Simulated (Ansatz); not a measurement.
Consider CH4AlFO···H2···H2O.

```xyz
13

Al   -0.6622    0.1410   -0.2569
H     1.3666   -0.6956   -0.3985
C    -1.3007   -1.6094   -0.8224
O    -0.5742    1.4450   -1.3754
H     1.0340    0.9244    1.9799
F    -0.6775    0.5716    1.4034
H     1.6079   -0.2083    0.1661
O     1.9910    0.9998    1.7512
H    -2.4110   -1.6295   -0.8110
H    -0.9466   -2.4239   -0.1592
H    -0.9781   -1.8374   -1.8585
H    -0.5362    2.3815   -1.1219
H     2.0868    1.9410    1.5030
```

Level of theory: RKS BLYP/def2-SVP (Ansatz 0.2.0).

Question: What can the converged electron density and electron localisation function tell about the bonding?

Answer: Al–F (1.72 Å): ρ at the midpoint is about 0.7 e/Å³; the ELF peaks at about 0.85 in the valence shell of F, 0.6 Å from its nucleus, and is about 0.25 at the midpoint.
Al–O (1.72 Å): ρ is about 0.8 e/Å³ halfway; the ELF peaks at about 0.85 in the valence shell of O, 0.6 Å from its nucleus, and is about 0.35 at the midpoint.
O–H (0.97 Å): the density is about 3.6 e/Å³ at the midpoint; the ELF climbs to about 1 towards the hydrogen, as it does in any bond to H (an ordinary covalent bond to hydrogen).

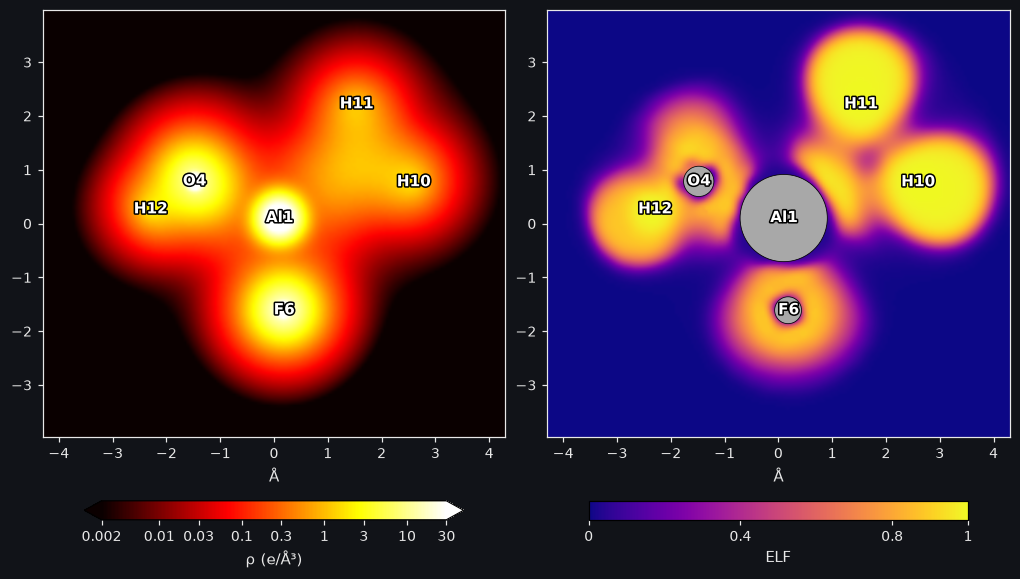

Computed electron density and electron localisation function on the plane of atoms O4, Al1 and F6, in this order. Grey discs cover the atomic cores in the ELF map. 
